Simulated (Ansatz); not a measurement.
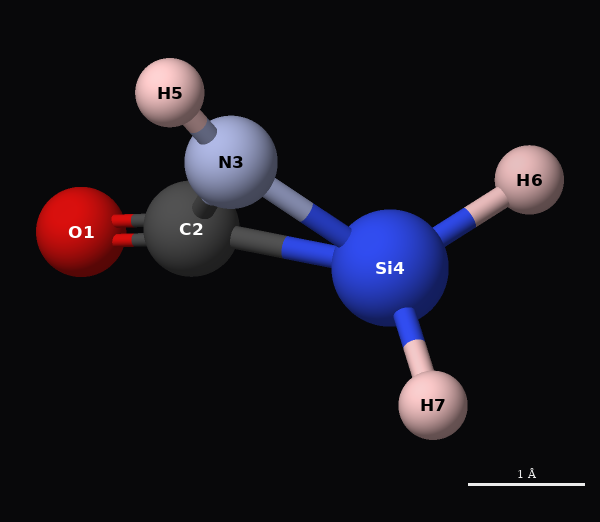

The atoms are numbered. Computed geometry: PBE0-D4/def2-TZVP optimisation.

Give these bond angles: O1–C2–N3, O1–C2–Si4, N3–C2–Si4, C2–N3–Si4, C2–N3–H5, Si4–N3–H5, C2–Si4–N3, C2–Si4–H6, N3–Si4–H6, H6–Si4–H7.

```
    angle  degrees
 O1–C2–N3    137.1
O1–C2–Si4    159.9
N3–C2–Si4     63.0
C2–N3–Si4     73.1
 C2–N3–H5    130.4
Si4–N3–H5    156.5
C2–Si4–N3     43.9
C2–Si4–H6    124.3
N3–Si4–H6    117.1
H6–Si4–H7    110.7
```
